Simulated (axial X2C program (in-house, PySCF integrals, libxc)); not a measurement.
**HGaH⁻: bond lengths and stretches, held linear**

How do method and spin–orbit coupling move the bonds and stretches of HGaH⁻, held linear?

Method: all-electron X2C, two-component (2c) or spin-free, H dyall-v3z, Ga dyall-v3z; program: an in-house X2C program for linear molecules on PySCF integrals.

All values are calculated.

2 further runs of the same task are left out: 2 set aside as unsound or not needed.

## (1) Set-up

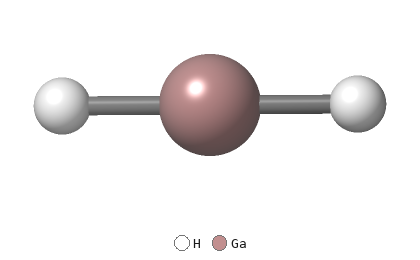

The atoms on one line, bonds 1.560 and 1.560 Å (hydrogen white, gallium pink).

The input, task.json:

```json
{"zs": [1, 31, 1], "q": -1, "bas": ["dyall-v3z", "dyall-v3z", "dyall-v3z"], "r0": [1.56, 1.56], "symm": 1, "scan": ["PBE0", "HF", "BHandHLYP"], "levels": ["PBE0", "HF", "PBE"], "nst": 2}
```

Keys: zs atomic numbers; q charge; bas basis sets; r0 starting distance in Å; symm equal bonds; scan levels of the two-bond scan (MP2 follows by itself at each HF point); levels methods; nst determinants followed.

Launch:

```console
> python solin.py task.json out
```

Masses H 1.008, Ga 68.926, H 1.008 u.

## (2) Scan at PBE0, 2c

State: Ω = 1 (beyond evenly filled blocks: ω = -1/2, ω = 3/2). Energies above the lowest point, from the job's result record:

```
r(H–Ga) (Å)  r(Ga–H) (Å)  E (meV)
     1.4791       1.4791    22.89
     1.4791       1.5170    11.48
     1.4791       1.5549    23.03
     1.5170       1.4791    11.48
     1.5170       1.5170     0.00
     1.5170       1.5549    11.46
     1.5170       1.5928    42.31
     1.5549       1.4791    23.03
     1.5549       1.5170    11.46
     1.5549       1.5549    22.80
     1.5928       1.5170    42.31
     1.5928       1.5928    84.06
```

A quadratic surface with cubic terms in each bond gives the minimum at 1.516 and 1.516 Å, force constants 2.57, 2.57 and coupling -0.01 mdyn/Å.

## (3) Scan at HF, 2c

State: Ω = 1 (beyond evenly filled blocks: ω = -1/2, ω = 3/2). Energies above the lowest point, from the job's result record:

```csv
r(H–Ga) (Å),r(Ga–H) (Å),E (meV)
1.4791,1.4791,43.02
1.4791,1.5170,21.50
1.4791,1.5549,24.44
1.5170,1.4791,21.50
1.5170,1.5170,0.00
1.5170,1.5549,2.94
1.5170,1.5928,26.58
1.5549,1.4791,24.44
1.5549,1.5170,2.94
1.5549,1.5549,5.88
1.5928,1.5170,26.58
1.5928,1.5928,53.10
```

A quadratic surface with cubic terms in each bond gives the minimum at 1.531 and 1.531 Å, force constants 2.57, 2.57 and coupling 0.00 mdyn/Å.

## (4) Scan at BHandHLYP, 2c

State: Ω = 1 (beyond evenly filled blocks: ω = -1/2, ω = 3/2). Energies above the lowest point, from the job's result record:

```csv
r(H–Ga) (Å),r(Ga–H) (Å),E (meV)
1.4791,1.4791,15.36
1.4791,1.5170,7.70
1.4791,1.5549,23.38
1.5170,1.4791,7.70
1.5170,1.5170,0.00
1.5170,1.5549,15.62
1.5170,1.5928,50.97
1.5549,1.4791,23.38
1.5549,1.5170,15.62
1.5549,1.5549,31.16
1.5928,1.5170,50.97
1.5928,1.5928,101.53
```

A quadratic surface with cubic terms in each bond gives the minimum at 1.510 and 1.510 Å, force constants 2.68, 2.68 and coupling -0.01 mdyn/Å.

## (5) The levels side by side

| level | r(H–Ga) (Å) | r(Ga–H) (Å) | lower stretch (cm⁻¹) | upper stretch (cm⁻¹) |
| --- | --- | --- | --- | --- |
| PBE0, 2c | 1.516 | 1.516 | 2073.6 | 2114.3 |
| HF, 2c | 1.531 | 1.531 | 2081.5 | 2112.4 |
| BHandHLYP, 2c | 1.510 | 1.510 | 2119.5 | 2157.5 |
| MP2, 2c | 1.502 | 1.502 | 2138.0 | 2176.1 |
| PBE0, spin-free | 1.516 | 1.516 | 2074.5 | 2115.2 |
| HF, spin-free | 1.530 | 1.530 | 2082.4 | 2113.2 |
| BHandHLYP, spin-free | 1.509 | 1.509 | 2120.4 | 2158.4 |
| MP2, spin-free | 1.502 | 1.502 | 2139.0 | 2177.0 |

Scans not shown above were run alike.

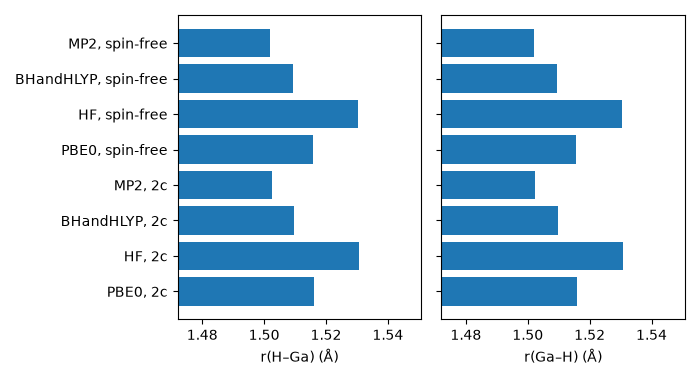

The two bond lengths by level.

In words: Over the levels the H–Ga bond spans 1.502 to 1.531 Å and the Ga–H bond 1.502 to 1.531 Å. At PBE0 spin–orbit coupling leaves both bonds unchanged to 0.001 Å. Each state is one determinant, the lowest of a limited PBE0 search; the stretches come from a fit to few points and are good to some per cent at best. The stretches are sorted by size, and where the two bonds are alike the symmetric and antisymmetric modes can swap order between levels. MP2 freezes inner shells (threshold -2 hartree). For an anion the highest level of a functional can be positive, and the basis then holds the extra electron. The molecule was held linear; bending was not examined, so a bent shape may lie lower. Open-shell Ω = 0 determinants with evenly filled partner blocks cannot be reached by this program, so the Ω shown need not be the lowest component. Note: several unpaired electrons, one determinant need not be a pure state.
